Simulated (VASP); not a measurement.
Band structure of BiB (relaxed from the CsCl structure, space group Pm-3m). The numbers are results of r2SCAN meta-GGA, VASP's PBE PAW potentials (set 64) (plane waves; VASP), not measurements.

Unless said otherwise, spin-orbit coupling is left out, though it shifts the bands of the heavy elements here.

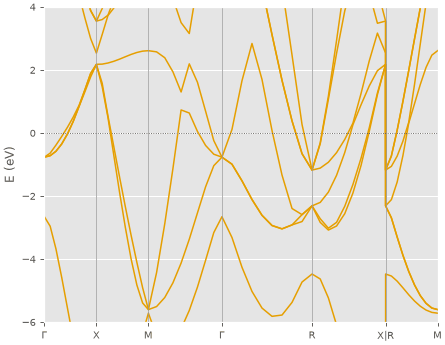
*Bands along high-symmetry lines, zero at the valence-band maximum or, without a gap, the Fermi level*

### Question
Read the plot: is there a gap, and where are the band edges?

### Answer
It has no gap at this level: it comes out as a metal or semimetal.

The structure was generated: BiB was put into the CsCl type (Pm-3m), which need not be its known phase. It was relaxed first. VASP warned that the highest band is occupied, so more bands are needed.
